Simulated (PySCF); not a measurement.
**C₄H₄N₂ (SMILES N#CCCC#N): density, localisation and related maps**

```xyz
10

N    -2.2216   -1.9483    0.1491
C    -1.2469   -1.3603    0.3046
C    -0.0235   -0.5971    0.4823
C     0.0268    0.5989   -0.4793
C     1.2627    1.3462   -0.3200
N     2.2474    1.9210   -0.1793
H     0.0315   -0.2525    1.5175
H     0.8328   -1.2542    0.3136
H    -0.0491    0.2569   -1.5139
H    -0.8177    1.2673   -0.2966
```

Geometry: PBE0-D3(BJ)/def2-TZVP.

All numbers below come from PySCF, PBE0/pcSseg-2, SCF density, gas phase, non-relativistic.

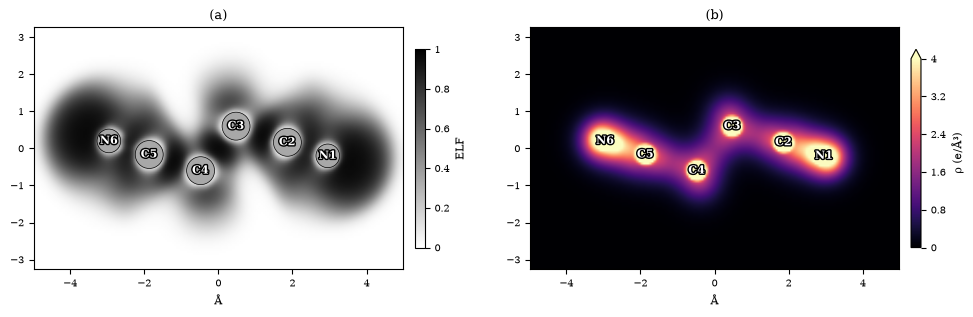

Figure 1. (a) electron localisation function; (b) total electron density on the plane of atoms C3, C4 and C5. Grey discs cover the atomic cores in the ELF map.

Q: What does the map show?

A: The section cuts through N and C sites. C–N (1.15 Å): ρ is about 3.7 e/Å³ halfway; the ELF peaks at about 0.85 between the atoms: a short, multiple covalent bond. C–C (1.45 Å): ρ is about 1.9 e/Å³ halfway; the ELF peaks at about 0.95 between the atoms; localised, covalent bonding. C–C (1.54 Å): ρ is about 1.6 e/Å³ halfway; the ELF peaks at about 0.95 between the atoms, as expected for a shared electron pair. The ELF also peaks beside N1 and N6, away from the bonds: lone-pair regions.

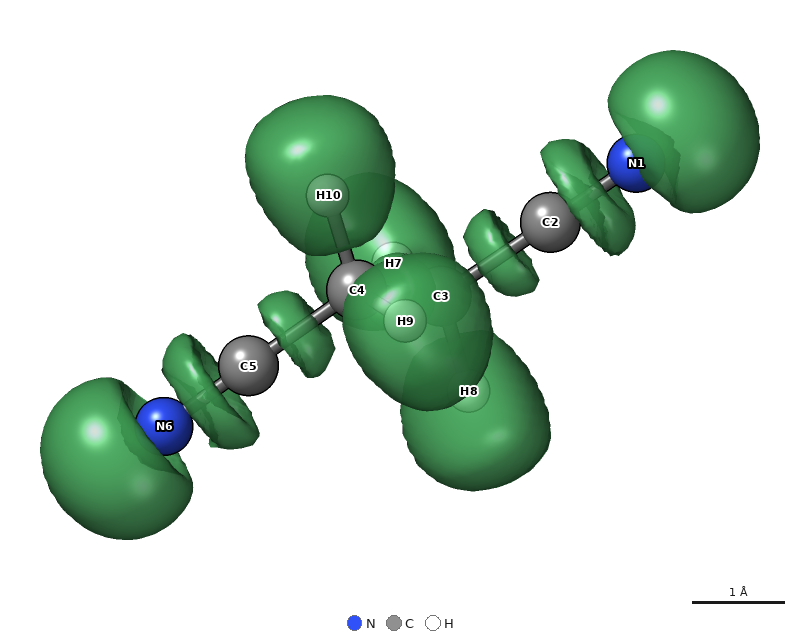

Figure 2. Isosurface of the ELF at 0.8 (green), seen at an oblique angle. Core shells and regions of very low density are left out.

Q: Where are the electrons localised?

A: At this value the surface marks out three regions between bonded C–C atoms (shared pairs), two regions between bonded C–N atoms (shared pairs), four regions around hydrogen nuclei and two lobes on N, pointing away from the bonds (lone pairs).

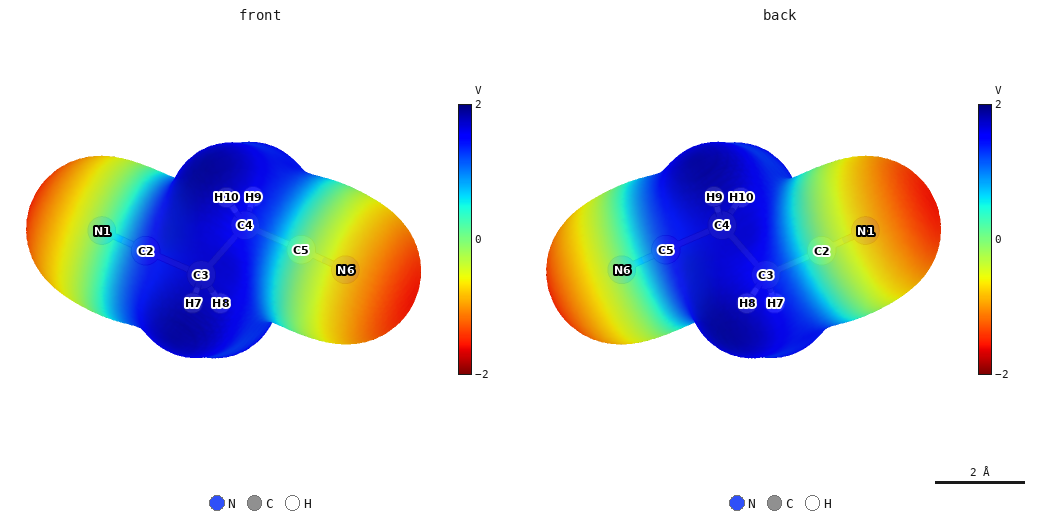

Figure 3. The electrostatic potential painted on the density surface at 0.002 e/bohr³, seen from the front and from behind; the colour scale runs from red (negative) to blue (positive).

Q: Where is the surface potential most negative and most positive?

A: The most negative region (about −1.6 V) lies over N1 and N6, the most positive (about +1.9 V) over H7, H8, H9 and H10.

Q: What dipole moment does the calculation give?

A: Its dipole moment is 0.07 D.
